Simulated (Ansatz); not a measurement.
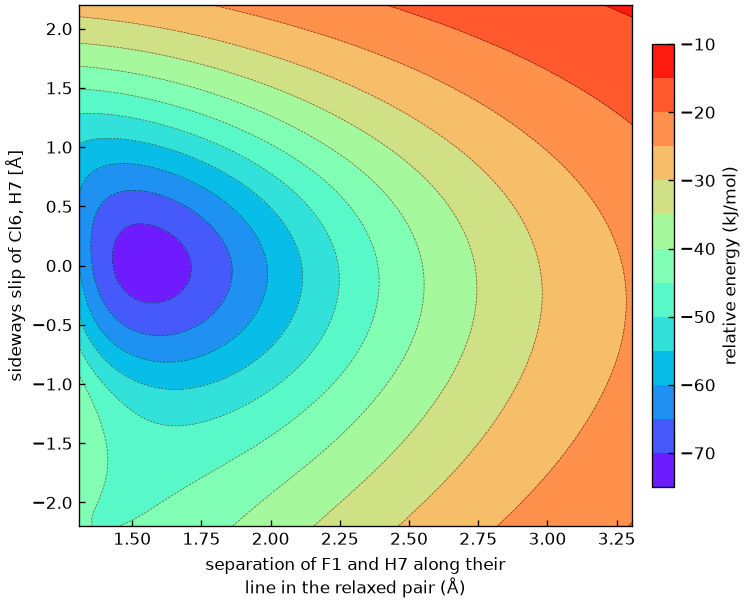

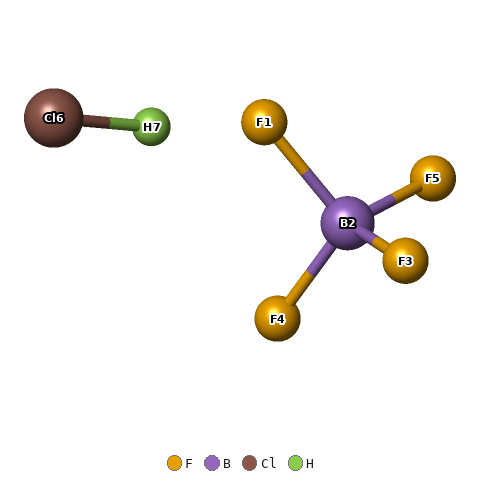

Energy landscape of the pair BF₄···ClH, charge −1. 
- The first coordinate is: separation of F1 and H7 along their line in the relaxed pair; the second: sideways slip of Cl6, H7.
- Nothing is relaxed (both partners rigid).
- Grid: 9 × 9 points.
- Points are written as (first, second).
- Energies are in kJ/mol, from the ion and the molecule far apart, frozen as in the relaxed pair, each in its own basis (no counterpoise correction).
- Level of theory: Ansatz, RKS B3LYP-D4/def2-SVPD.

The picture shows filled contours. Between grid points the surface is interpolated. The second picture is the structure at the lowest point.

### Where are the wells?

The lowest grid point is at (1.594 Å, 0.00 Å), −72.4 kJ/mol from the ion and the molecule far apart, frozen as in the relaxed pair, each in its own basis (no counterpoise correction). It is the only kind of minimum in the scanned range. The highest grid point, (3.306 Å, 2.20 Å), lies 57.9 kJ/mol above the lowest. Round the minimum the two coordinates are weakly coupled (coupling 0.13 in units of the two stiffnesses). At the lowest point F1···H7 is 1.59 Å, a hydrogen-bond distance.

The input of one point:

```yaml
crystal:
  periodic: [false, false, false]
  atoms:
    - { symbol: F, position_ang: [-0.239979, 0.74304, 0.152182] }
    - { symbol: B, position_ang: [0.025351, -0.165016, -0.961283] }
    - { symbol: F, position_ang: [1.366525, -0.553108, -0.890746] }
    - { symbol: F, position_ang: [-0.822573, -1.268531, -0.829024] }
    - { symbol: F, position_ang: [-0.23656, 0.53444, -2.142585] }
    - { symbol: Cl, position_ang: [0.00081, 0.276386, 3.042141] }
    - { symbol: H, position_ang: [-0.086085, 0.417023, 1.704878] }
total_charge: -1
basis:
  gaussian: { orbitals: def2-SVPD }
hamiltonian:
  xc: { name: B3LYP }
  dispersion: d4
output:
  forces: true
```

Time for the 81 points that were run: 11 min on 1 thread of Arm Neoverse V2, with other jobs on the host.
